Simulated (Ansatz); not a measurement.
# RPA@PBE/STO-3G run of CH2AlN (AlH2(CN))

What is the electronic atomisation energy of CH2AlN (AlH2(CN)) at RPA@PBE/STO-3G? 

Program for the calculation: Ansatz 0.2.0.

65 further runs of the same task are left out: 13 that didn't finish, 52 set aside as unsound or not needed.

## (1) The structure to begin with

CH2AlN: 5 atoms, total charge 0, spin state singlet. As SMILES, `[H][Al]([H])[C]#N`. Geometry: a GFN2-xTB relaxation, a rough one for these elements and not checked as a minimum.

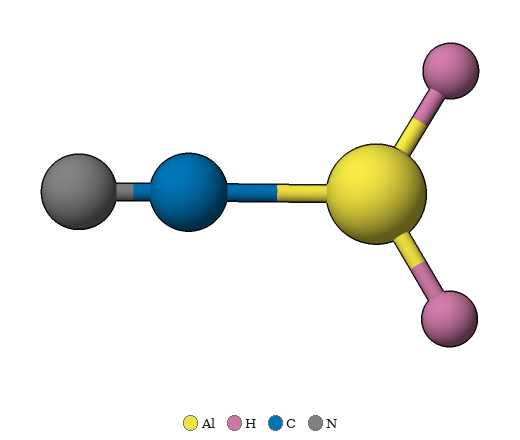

The structure, seen from a chosen angle (aluminium yellow, hydrogen pink, carbon blue, nitrogen grey).

## (2) A single-point energy at RPA@PBE/STO-3G

The input, in.yaml:

```yaml
crystal:
  periodic: [false, false, false]
  atoms:
    - symbol: Al
      position_ang: [0.353320, 0.616070, 0.007940]
    - symbol: H
      position_ang: [1.897570, 0.618400, 0.058740]
    - symbol: H
      position_ang: [-0.410240, 1.959830, -0.023840]
    - symbol: C
      position_ang: [-0.634730, -1.095760, -0.014750]
    - symbol: "N"
      position_ang: [-1.205910, -2.098530, -0.028080]
basis:
  gaussian: {orbitals: STO-3G}
hamiltonian: {xc: {name: PBE}}
correlation: {method: rpa, frozen_orbitals: {Al: 5, C: 1, H: 0, "N": 1}}
accuracy: high
```

Launch:

```sh
$ ansatz run in.yaml --threads 1 --pin off --max-ram 2610MiB --events-out events.jsonl --progress --plain --runs-dir runs
```

Standard output:

```text
Warning: RAYON_NUM_THREADS=1 ignored (pool sized by the plan → 1); use --threads N
Functional definition: PBE
  name "PBE"
  parameter kappa = 0.804
  parameter beta = 0.06672455060314922
  exchange = pbe_x(kappa = kappa, mu = beta*pi^2/3)
  correlation = pbe_c(beta = beta)
373 factors; integrals over basis functions are off by at most 2.4e-9 eV
mean field evaluation 1: about -9033.3430 eV, gradient 3.2e1 eV
mean field evaluation 2: about -9033.2639 eV, gradient 3.2e1 eV
mean field evaluation 4: about -9035.5043 eV, gradient 1.9e1 eV
mean field evaluation 8: about -9036.4072 eV, gradient 5.5e-2 eV
mean field evaluation 16: about -9036.4072 eV, gradient 1.1e-7 eV
mean field -9036.40723456 eV, -332.0818407732 hartree, gradient 1.2e-8 eV, S^2 0.000000; 0 other end points of the search recorded, 0 dependent functions left out
7 core orbitals not correlated: weight in the atoms' cores, before any rotation towards them, 0.999 or more for the frozen orbitals, at most 0.000 for the correlated occupied ones
reference -9015.22452172 eV, -331.3033904346 hartree; 7, 7 occupied and 7, 7 virtual orbitals, 373 factors
Total energy: -9022.87039329 eV, -331.5843710322 hartree
```

Wall time 1.7 s (1 thread of Arm Neoverse V1, shared host); peak memory 0.1 GiB.

## (3) The Al atom

The input, in.yaml:

```yaml
crystal:
  periodic: [false, false, false]
  atoms:
    - symbol: Al
      position_ang: [0.000000, 0.000000, 0.000000]
basis:
  gaussian:
    orbitals: STO-3G
magnetization:
  spin_polarized: true
  initial_magnetization: 1
hamiltonian:
  xc: {name: PBE}
correlation:
  method: rpa
  frozen_orbitals: {Al: 5}
accuracy: high
```

Run the same way, it converges to -238.91265 Eh (log not shown).

## (4) The C atom, same level

The input, run.yaml:

```yaml
crystal:
  periodic: [false, false, false]
  atoms:
    - symbol: C
      position_ang: [0.000000, 0.000000, 0.000000]
basis:
  gaussian:
    orbitals: STO-3G
hamiltonian:
  xc: {name: PBE}
correlation:
  method: rpa
  frozen_orbitals: {C: 1}
magnetization:
  spin_polarized: true
  initial_magnetization: 2
accuracy: high
total_charge: 0
```

Run the same way, it converges to -37.26175 Eh (log not shown).

## (5) The H atom at the same level

The input, in.yaml:

```yaml
crystal:
  periodic: [false, false, false]
  atoms:
    - symbol: H
      position_ang: [0.000000, 0.000000, 0.000000]
basis:
  gaussian:
    orbitals: STO-3G
hamiltonian:
  xc: {name: PBE}
magnetization:
  spin_polarized: true
  initial_magnetization: 1
accuracy: high
correlation:
  method: rpa
  frozen_orbitals: {H: 0}
```

Run the same way, it converges to -0.46658 Eh (log not shown).

## (6) The N atom at the same level

The input, input.yaml:

```yaml
crystal:
  periodic: [false, false, false]
  atoms:
    - {symbol: "N", position_ang: [0.000000, 0.000000, 0.000000]}
basis:
  gaussian:
    orbitals: STO-3G
magnetization:
  spin_polarized: true
  initial_magnetization: 3
hamiltonian:
  xc: pbe
correlation:
  method: rpa
  frozen_orbitals: {"N": 1}
accuracy: high
```

Run the same way, it converges to -53.74680 Eh (log not shown).

## (7) Results

Level: RPA@PBE/STO-3G, 7 core orbitals frozen.

| quantity | value |
| --- | --- |
| molecule: total energy | -331.58437 Eh |
| molecule: RPA correlation energy (valence) | -281.0 mEh |
| Al atom: total energy | -238.91265 Eh |
| Al atom: RPA correlation energy (valence) | -57.5 mEh |
| Al atom: ⟨S²⟩ of the reference determinant | 0.750 |
| C atom: total energy | -37.26175 Eh |
| C atom: RPA correlation energy (valence) | -63.4 mEh |
| C atom: ⟨S²⟩ of the reference determinant | 2.000 |
| H atom: total energy | -0.46658 Eh |
| H atom: RPA correlation energy | 0.0 mEh |
| H atom: ⟨S²⟩ of the reference determinant | 0.750 |
| N atom: total energy | -53.74680 Eh |
| N atom: RPA correlation energy (valence) | -27.8 mEh |
| N atom: ⟨S²⟩ of the reference determinant | 3.750 |
| electronic atomisation energy | 19.865 eV |

What this shows: Taking the molecule apart into free atoms costs 19.86 eV (458 kcal/mol), before zero-point energy and without spin-orbit coupling. In a minimal basis such a difference can be off by several eV, whatever the method.
